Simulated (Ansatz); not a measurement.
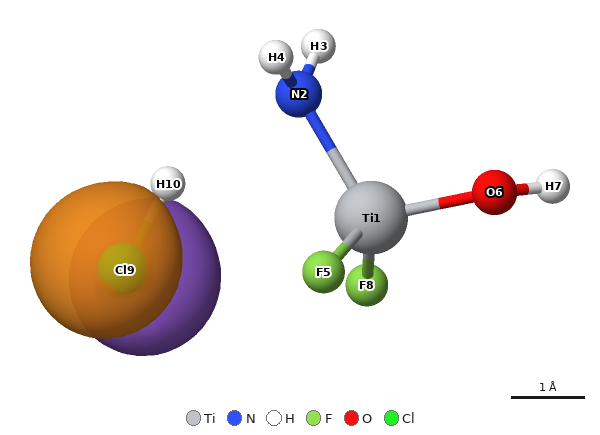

The picture shows: F2H3NOTi···HCl. The HOMO−1 at ±0.15 Å⁻³ᐟ² (orange and purple are the two phases), seen across its widest extent.

Not at a stationary point (largest force 1.8 eV/Å).

Computed with RKS PBE0-D4/def2-SVP in Ansatz 0.2.0.

```xyz
10

Ti   -0.0390    0.0963    0.0961
N    -0.0426    0.0575    2.0936
H    -0.9102    0.0151    2.6253
H     0.6240    0.6554    2.5802
F     1.6001    0.3432   -0.4122
O    -1.0255    1.4380   -0.4758
H    -1.9427    1.5883   -0.7279
F    -0.8202   -1.3403   -0.4882
Cl    1.7300   -2.7850    1.2433
H     1.0585   -1.9011    1.9824
```

> What is the character of this orbital?

Its weight (Hirshfeld) is mainly on Cl9 (about 95 %); largely a lone pair of Cl9. Its energy is −8.53 eV.
